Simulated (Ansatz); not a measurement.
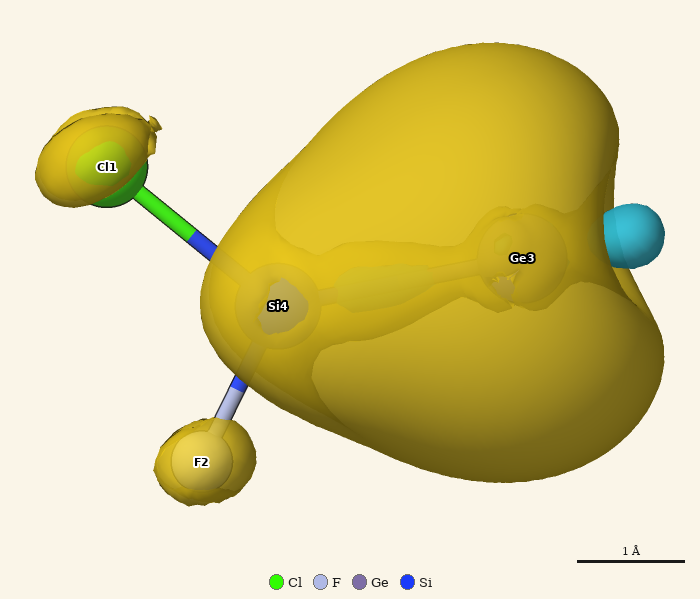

Figure 1: ClFGeSi (triplet). Isosurfaces of the spin density (α minus β) at +0.015 (yellow) and −0.015 e/Å³ (cyan), seen at a tilt.

Geometry: r2SCAN-D4/def2-SVP.

Level of theory: Ansatz 0.2.0, isolated molecule in a Gaussian basis; Kohn-Sham density functional theory, functional PBE0.

```xyz
4

Cl    1.5126    2.0873   -2.5412
F     0.2060    3.3654   -0.2879
Ge   -0.2702   -0.1217    0.2504
Si    0.4438    1.8391   -0.7907
```

> Where is the unpaired spin?

The unpaired spin (2 electrons) lies mostly on Ge3 (about 1.3) and Si4 (about 0.6), in electrons by Hirshfeld's partition.
